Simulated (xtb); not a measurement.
## Run report: HfH3S3Cl, frequency calculation (part 2 of 2)

The same run, continued: HfH3S3Cl; GFN2-xTB (xtb 6.7.1 later snapshot). The geometry was optimised with GFN2-xTB. The settings are looser than a standard set-up, so the numbers are not reference values.

Geometry of the input (Å):
```
S  -2.3366  0.4595  -0.1471
Hf 0.1696  0.3294  0.1018
S  2.6591  0.2331  0.3618
S  0.1356  -2.1066  -0.5178
Cl 0.1939  2.6123  0.6778
H  -2.4578  1.7427  0.1626
H  2.8101  -1.0520  0.0556
H  -1.1739  -2.2185  -0.6947
```

What the program printed, continued
```
         #    Occupation            Energy/Eh            Energy/eV
      -------------------------------------------------------------
         1        2.0000           -1.0962642             -29.8309
       ...           ...                  ...                  ...
         4        2.0000           -0.7425461             -20.2057
         5        2.0000           -0.5976628             -16.2632
         6        2.0000           -0.5202153             -14.1558
         7        2.0000           -0.5163311             -14.0501
         8        2.0000           -0.5036541             -13.7051
         9        2.0000           -0.4810054             -13.0888
        10        2.0000           -0.4580880             -12.4652
        11        2.0000           -0.4459437             -12.1347
        12        2.0000           -0.4285512             -11.6615
        13        2.0000           -0.4172002             -11.3526
        14        2.0000           -0.4109907             -11.1836
        15        2.0000           -0.4017210             -10.9314
        16        2.0000           -0.4000117             -10.8849 (HOMO)
        17                         -0.3303222              -8.9885 (LUMO)
        18                         -0.3221964              -8.7674
        19                         -0.3219550              -8.7608
        20                         -0.3196422              -8.6979
        21                         -0.2855834              -7.7711
        22                         -0.2079138              -5.6576
        23                         -0.1783420              -4.8529
        24                         -0.1605816              -4.3696
        25                         -0.1501155              -4.0849
        26                         -0.1343660              -3.6563
        27                         -0.0415257              -1.1300
       ...                                ...                  ...
        48                          1.1862699              32.2800
      -------------------------------------------------------------
                  HL-Gap            0.0696895 Eh            1.8963 eV
             Fermi-level           -0.3651670 Eh           -9.9367 eV

     #   Z          covCN         q      C6AA      α(0)
     1  16          1.718    -0.429   160.045    21.295
     2  72          3.113     1.060   134.265    24.944
     3  16          1.720    -0.403   158.831    21.214
     4  16          1.718    -0.445   160.825    21.347
     5  17          0.732    -0.362   110.583    16.085
     6   1          0.923     0.195     1.127     1.660
     7   1          0.923     0.192     1.142     1.671
     8   1          0.923     0.193     1.136     1.666

 Mol. C6AA /au·bohr⁶  :       3955.144512
 Mol. C8AA /au·bohr⁸  :     255488.203795
 Mol. α(0) /au        :        109.881932

Wiberg/Mayer (AO) data.
largest (>0.10) Wiberg bond orders for each atom

 ---------------------------------------------------------------------------
     #   Z sym  total        # sym  WBO       # sym  WBO       # sym  WBO
Molecule has the following symmetry elements: (sigma)
It seems to be the Cs point group
 ---------------------------------------------------------------------------
     1  16      2.182 --     6      0.938     2      0.879     3      0.136
                             4      0.127
     2  72      3.483 --     3      0.897     1      0.879     4      0.845
                             5      0.809
     3  16      2.203 --     7      0.937     2      0.897     1      0.136
                             4      0.130
     4  16      2.152 --     8      0.936     2      0.845     3      0.130
                             1      0.127     5      0.107
     5  17      1.121 --     2      0.809     4      0.107
     6   1      0.960 --     1      0.938
     7   1      0.961 --     3      0.937
     8   1      0.963 --     4      0.936
 ---------------------------------------------------------------------------

Topologies differ in total number of bonds
Writing topology from bond orders to xtbtopo.mol

molecular dipole:
                 x           y           z       tot (Debye)
 q only:       -0.355      -0.455      -0.154
   full:       -0.399       0.014      -0.042       1.020
molecular quadrupole (traceless):
                xx          xy          yy          xz          yz          zz
 q only:       -2.731      -3.666      -5.200      -2.270      -4.041       7.931
  q+dip:       -6.763      -3.244      -4.059      -2.971      -4.486      10.822
   full:       -8.143      -3.262      -3.795      -3.269      -4.727      11.939

           -------------------------------------------------
          |               Frequency Printout                |
           -------------------------------------------------
 projected vibrational frequencies (cm⁻¹)
eigval :       -0.00    -0.00     0.00     0.00     0.00     0.00
eigval :       29.71    63.03   100.40   113.60   140.71   215.27
eigval :      232.94   280.09   283.70   291.71   307.62   310.38
eigval :      519.92   531.90   548.35  2433.14  2458.82  2470.49
 reduced masses (amu)
    1:     35.53    2:     33.67    3:     33.13    4:     19.92    5:     14.35    6:     18.80
    7:     20.79    8:     34.69    9:     16.83   10:     16.50   11:     16.20   12:     26.10
   13:     15.68   14:     15.46   15:     15.25   16:      1.09   17:      1.04   18:      1.04
   19:      1.07   20:      1.05   21:      1.06   22:      1.04   23:      1.04   24:      1.04
 IR intensities (km·mol⁻¹)
    1:      0.11    2:      0.07    3:      0.02    4:      0.13    5:      0.10    6:      0.27
    7:      0.10    8:     24.66    9:     11.22   10:     13.61   11:      2.07   12:      0.20
   13:      1.45   14:     94.98   15:     89.06   16:     21.27   17:     57.65   18:     25.93
   19:     34.07   20:     28.20   21:     64.92   22:     60.35   23:     60.03   24:     35.06
 Raman intensities (Ä⁴*amu⁻¹)
    1:      0.00    2:      0.00    3:      0.00    4:      0.00    5:      0.00    6:      0.00
    7:      0.00    8:      0.00    9:      0.00   10:      0.00   11:      0.00   12:      0.00
   13:      0.00   14:      0.00   15:      0.00   16:      0.00   17:      0.00   18:      0.00
   19:      0.00   20:      0.00   21:      0.00   22:      0.00   23:      0.00   24:      0.00
 output can be read by thermo (or use thermo option).
 writing <g98.out> molden fake output.
 recommended (thermochemical) frequency scaling factor: 1.0
           -------------------------------------------------
          |             Thermodynamic Functions             |
           -------------------------------------------------

cs  symmetry found (for desy threshold:  0.10E+00) used in thermo

          ...................................................
          :                      SETUP                      :
          :.................................................:
          :  # frequencies                          18      :
          :  # imaginary freq.                       0      :
          :  linear?                             false      :
          :  only rotor calc.                    false      :
          :  symmetry                               cs      :
          :  rotational number                       1      :
          :  scaling factor                  1.0000000      :
          :  rotor cutoff                   50.0000000 cm⁻¹ :
          :  imag. cutoff                  -20.0000000 cm⁻¹ :
          :.................................................:

    mode    ω/cm⁻¹     T·S(HO)/kcal·mol⁻¹    T·S(FR)/kcal·mol⁻¹   T·S(vib)
   ------------------------------------------------------------------------
       1     29.71    -1.74379 ( 11.08%)    -1.21046 ( 88.92%)    -1.26957
       2     63.03    -1.29996 ( 71.63%)    -0.98781 ( 28.37%)    -1.21140
       3    100.40    -1.02759 ( 94.21%)    -0.84994 (  5.79%)    -1.01730
       4    113.60    -0.95599 ( 96.38%)    -0.81335 (  3.62%)    -0.95083
       5    140.71    -0.83308 ( 98.43%)    -0.74996 (  1.57%)    -0.83177
       6    215.27    -0.59587 ( 99.71%)    -0.62404 (  0.29%)    -0.59595
       7    232.94    -0.55341 ( 99.79%)    -0.60066 (  0.21%)    -0.55351
       8    280.09    -0.45710 ( 99.90%)    -0.54607 (  0.10%)    -0.45719
       9    283.70    -0.45057 ( 99.90%)    -0.54227 (  0.10%)    -0.45066
      10    291.71    -0.43650 ( 99.91%)    -0.53403 (  0.09%)    -0.43658
   ------------------------------------------------------------------------

   temp. (K)  partition function   enthalpy   heat capacity  entropy
                                   cal/mol     cal/K/mol   cal/K/mol   J/K/mol
 298.15  VIB  0.415E+04             4752.751     24.046     30.554
         ROT  0.915E+06              888.727      2.981     30.259
         INT  0.380E+10             5641.478     27.027     60.813
         TR   0.170E+27             1481.212      4.968     43.121
         TOT                        7122.6908    31.9946   103.9335   434.8576

       T/K    H(0)-H(T)+PV         H(T)/Eh          T*S/Eh         G(T)/Eh
   ------------------------------------------------------------------------
    298.15    0.113507E-01    0.371665E-01    0.493821E-01   -0.122157E-01
   ------------------------------------------------------------------------

         :::::::::::::::::::::::::::::::::::::::::::::::::::::
         ::                  THERMODYNAMIC                  ::
         :::::::::::::::::::::::::::::::::::::::::::::::::::::
         :: total free energy         -17.417008710857 Eh   ::
         ::.................................................::
         :: total energy              -17.404793032105 Eh   ::
         :: zero point energy           0.025815729115 Eh   ::
         :: G(RRHO) w/o ZPVE           -0.038031407867 Eh   ::
         :: G(RRHO) contrib.           -0.012215678752 Eh   ::
         :::::::::::::::::::::::::::::::::::::::::::::::::::::

           -------------------------------------------------
          | TOTAL ENERGY              -17.404793032105 Eh   |
          | TOTAL ENTHALPY            -17.367626572674 Eh   |
          | TOTAL FREE ENERGY         -17.417008710857 Eh   |
          | GRADIENT NORM               0.000029445206 Eh/α |
          | HOMO-LUMO GAP               1.896348472259 eV   |
           -------------------------------------------------

------------------------------------------------------------------------
------------------------------------------------------------------------
 total:
 *  cpu-time:     0 d,  0 h,  0 min,  0.324 sec
 * ratio c/w:     0.999 speedup
 SCF:
 *  cpu-time:     0 d,  0 h,  0 min,  0.017 sec
 * ratio c/w:     0.997 speedup
 analytical hessian:
 *  cpu-time:     0 d,  0 h,  0 min,  0.297 sec
 * ratio c/w:     0.999 speedup
```

File vibspectrum
```
$vibrational spectrum
#  mode     symmetry     wave number   IR intensity    selection rules
#                         cm**(-1)      (km*mol⁻¹)        IR
     1                      -0.00         0.00000          -
     2                      -0.00         0.00000          -
     3                       0.00         0.00000          -
     4                       0.00         0.00000          -
     5                       0.00         0.00000          -
     6                       0.00         0.00000          -
     7        a             29.71         0.09710         YES
     8        a             63.03        24.65662         YES
     9        a            100.40        11.22235         YES
    10        a            113.60        13.61004         YES
    11        a            140.71         2.06854         YES
    12        a            215.27         0.20372         YES
    13        a            232.94         1.44908         YES
    14        a            280.09        94.97516         YES
    15        a            283.70        89.05893         YES
    16        a            291.71        21.26751         YES
    17        a            307.62        57.65425         YES
    18        a            310.38        25.93279         YES
    19        a            519.92        34.07086         YES
    20        a            531.90        28.19597         YES
    21        a            548.35        64.92127         YES
    22        a           2433.14        60.34979         YES
    23        a           2458.82        60.02617         YES
    24        a           2470.49        35.06119         YES
$end
```

Standard error
```
normal termination of xtb
```

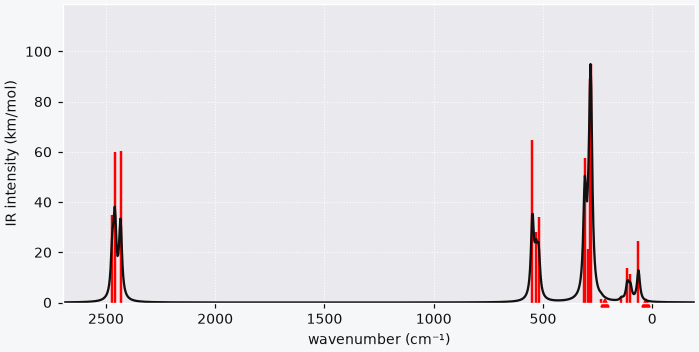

Harmonic infrared spectrum, unscaled: sticks (degenerate modes added up, dark ones marked on the axis) with a Lorentzian envelope of 16 cm⁻¹ full width, scaled to the tallest stick. 18 modes from 30 to 2470 cm⁻¹, none imaginary. The strongest line is at 280 cm⁻¹ (95 km/mol).
